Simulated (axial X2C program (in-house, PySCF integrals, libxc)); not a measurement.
**TiC⁻: properties at the nuclei**

Aim: properties at the nuclei of TiC⁻, with spin–orbit coupling in the Hamiltonian from the start.

Computed with an in-house X2C program for linear molecules on PySCF integrals. Level: two-component X2C with atomic mean-field terms, Ti dyall-acv3z, C dyall-av3z.

All values are calculated.

## (1) Input

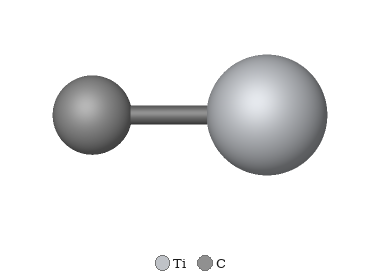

The two atoms at 1.840 Å (titanium light grey, carbon grey).

task.json reads:

```json
{
 "zs": [
  22,
  6
 ],
 "q": -1,
 "bas": [
  "dyall-acv3z",
  "dyall-av3z"
 ],
 "r0": 1.84,
 "levels": [
  "PBE0",
  "HF",
  "LDA",
  "B3LYP",
  "BP86"
 ],
 "nst": 3
}
```

Keys: zs atomic numbers; q charge; bas basis sets; r0 starting distance in Å; levels methods (HF also brings MP2); nst determinants followed.

The run is started by

```
$ python soeom.py task.json out
```

Further steps of the session: Expectation values, lowest determinant; Expectation values, a higher determinant; Expectation values, a higher determinant.

Q: Predict the outcome of this session. Wanted: lowest determinant; Eeff magnitude; Ws magnitude Ti; A∥/gI Ti; qzz Ti; higher determinant (for each run or level that gives them).

As calculated:

| quantity | value |
| --- | --- |
| lowest determinant | Ω = 1/2 (excess of +ω over −ω: ω = 1/2) |
| Eeff magnitude (GV/cm), PBE0 | 0.047 |
| Ws magnitude Ti (kHz), PBE0 | 0.00907 |
| A∥/gI Ti (MHz), PBE0 | 381 |
| qzz Ti (a.u.), PBE0 | -1.59 |
| higher determinant | Ω = 1/2 (excess of +ω over −ω: 2 × ω = -1/2, ω = 3/2) |
| Eeff magnitude (GV/cm), PBE0, higher determinant | 0.25 |
| Ws magnitude Ti (kHz), PBE0, higher determinant | 0.169 |
| A∥/gI Ti (MHz), PBE0, higher determinant | -182 |
| qzz Ti (a.u.), PBE0, higher determinant | -0.36 |
| higher determinant | Ω = 7/2 (excess of +ω over −ω: 2 × ω = 1/2, ω = 5/2) |
| Eeff magnitude (GV/cm), PBE0, higher determinant | 0.249 |
| Ws magnitude Ti (kHz), PBE0, higher determinant | 0.0241 |
| A∥/gI Ti (MHz), PBE0, higher determinant | 196 |
| qzz Ti (a.u.), PBE0, higher determinant | -0.36 |

**Reading.** In the first state, the effective field runs from 0.047 to 0.799 GV/cm over the mean-field levels, so the levels don't agree on it. The expectation values come from single determinants, which for open shells can mix terms of unlike spin or miss the lowest Ω, so a determinant need not be a state. Eeff is the effective electric field on the electron dipole moment in this Ω state and Ws the scalar–pseudoscalar constant (defined with the proton number Z and per Ω); A∥ is the parallel hyperfine constant, which follows by multiplying with the nuclear g factor gI = μI/(I μN); qzz is the electric field gradient, eQq0 = 234.96 MHz × Q/barn × qzz. The operators were transformed with the bare-nucleus X2C matrices.
